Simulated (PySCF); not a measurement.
**CuC (quartet): density, localisation and related maps**

```xyz
2

Cu    0.0000    0.0000   -0.2907
C     0.0000    0.0000    1.5243
```

Theory: PBE0/def2-TZVPP, non-relativistic Hamiltonian with scalar-relativistic core potentials where named, at a bond length of 1.815 Å in PySCF 2.14.0.

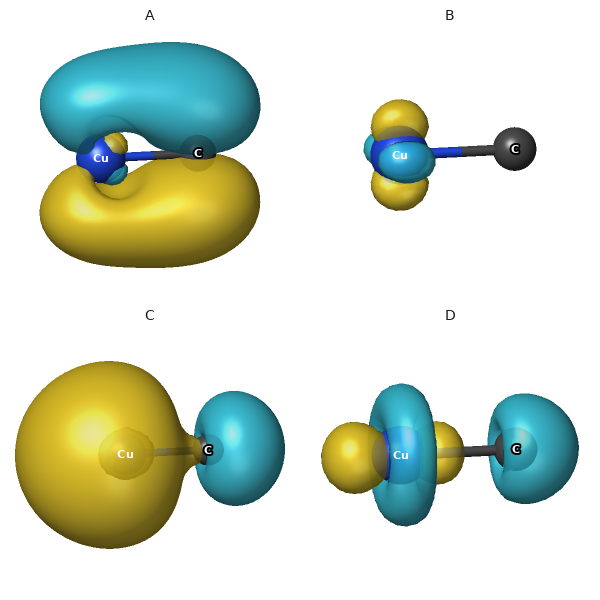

Figure 1. Four frontier β-spin orbitals, each drawn at the value that holds 80 % of its norm (yellow and cyan are the two phases), in no order; of a degenerate pair one member is drawn.

Label each orbital by symmetry, say whether it is occupied, and order them by energy.

Orbital B: δ, occupied in this spin, −8.83 eV; almost wholly on Cu.
Orbital D: σ, occupied in this spin, −8.54 eV; mainly on Cu (80 %).
Orbital C: σ, empty in this spin, −3.15 eV; mainly on Cu (75 %).
Orbital A: π, empty in this spin, −0.92 eV; bonding, with no node between the atoms.

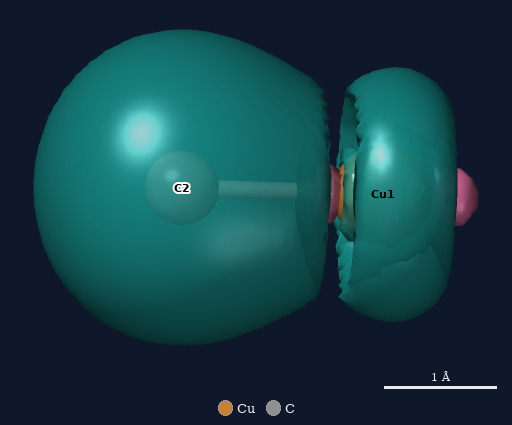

Figure 2. Isosurfaces of the spin density (α minus β) at +0.04 (teal) and −0.04 e/Å³ (pink), seen from one side.

Where is the unpaired spin?

The unpaired spin (3 electrons) lies mostly on C2 (about 2.3) and Cu1 (about 0.7), in electrons by Hirshfeld's partition.

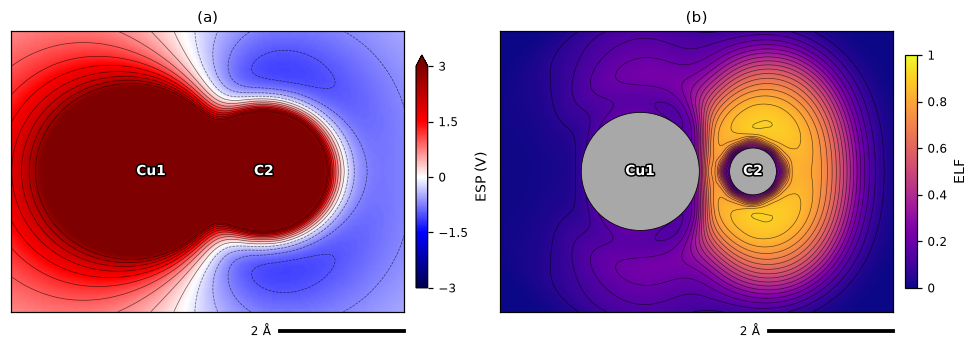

Figure 3. (a) electrostatic potential; (b) electron localisation function on a plane that holds the molecular axis. Grey discs cover the atomic cores in the ELF map.

What do the fields say about this system?

The section cuts through Cu and C sites. C–Cu (1.81 Å): the ELF peaks at about 0.75 in the valence shell of C, 0.6 Å from its nucleus, and is about 0.30 at the midpoint. Outside the dense part of the molecule the potential is most negative (−1.1 V) near C2.
